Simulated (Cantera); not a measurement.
Charge: 1 mol HMDSO, 1.8 mol NO, 5.3 mol H₂, at 0.105 Torr.

Equilibrium computed with Cantera from the NASA thermochemical tables; the gas is ideal and each condensed phase is pure. Candidate condensed phases: C, C₆H₆, C₇H₈, C₈H₁₈, H₂O, Si, SiC, SiO₂, Si₂N₂O, Si₃N₄; 151 gas species. The feed counts by its element totals alone. Mutual solubility and eutectic melting of coexisting phases are not modelled. Equilibrium is a limit: real reactors are often held back by kinetics, nucleation or transport.

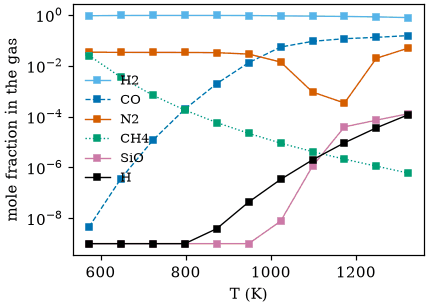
Equilibrium gas composition (values under 1e-9 drawn at 1e-9)

From 573 K to 798 K the condensed part is C(graphite) + SiO₂(α-quartz) + Si₂N₂O(s). From 873 K to 1098 K the condensed part is C(graphite) + SiO₂(β-quartz) + Si₂N₂O(s). From 1173 K to 1248 K the condensed part is C(graphite) + SiC(s) + Si₂N₂O(s). At 1323 K the condensed part is C(graphite) + SiC(s).
